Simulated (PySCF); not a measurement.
C4H4F3S (doublet)

```
atom    x (Å)    y (Å)    z (Å)
   C   2.3620  -0.3214   0.0680
   S   0.9444  -1.2171  -0.1260
   C  -0.3457  -0.0348   0.0760
   C  -0.2311   1.2038   0.5524
   C  -1.6660  -0.5824  -0.3927
   F  -2.6868   0.2474  -0.1405
   F  -1.6816  -0.8074  -1.7183
   F  -1.9733  -1.7510   0.1906
   H   2.3932   0.7203  -0.1753
   H   3.2643  -0.8955   0.1142
   H  -1.0850   1.8546   0.6134
   H   0.7069   1.5829   0.9123
```

Geometry: GFN2-xTB.

Theory: UKS B3LYP, pcH-1 on C F H S, non-relativistic, mean-field spin-orbit, GIAO in PySCF 2.14.0, density-fitted response routines.

### Predict the electron density, electron localisation function and spin density between the atoms.

C–C (1.33 Å): the density is about 2.3 e/Å³ at the midpoint; the ELF peaks at about 0.95 between the atoms (a multiple bond).
C–F (1.34 Å): ρ is about 2.4 e/Å³ halfway; the ELF peaks at about 0.85 between the atoms, as expected for a shared but strongly polarised pair.
C–S (1.69 Å): the density is about 1.5 e/Å³ at the midpoint; the ELF peaks at about 0.90 between the atoms; localised, covalent bonding.
C–H (1.07 Å): ρ at the midpoint is about 2.1 e/Å³; the ELF climbs to about 1 towards the hydrogen, as it does in any bond to H; an ordinary covalent bond to hydrogen.
The unpaired spin (1 electron) lies mostly on C1 (about 0.6), S2 (about 0.2) and C4 (about 0.1), in electrons by Hirshfeld's partition.

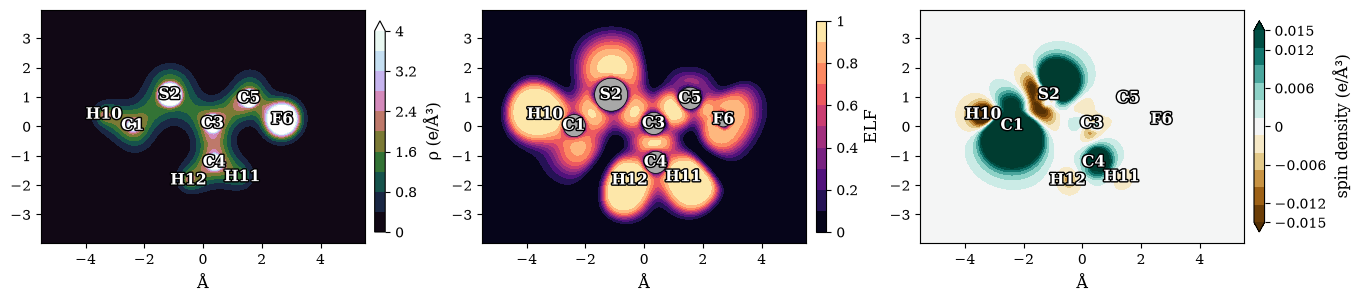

Computed electron density, electron localisation function and spin density on the plane of atoms C3, C5 and F6, in this order. Grey discs cover the atomic cores in the ELF map. 
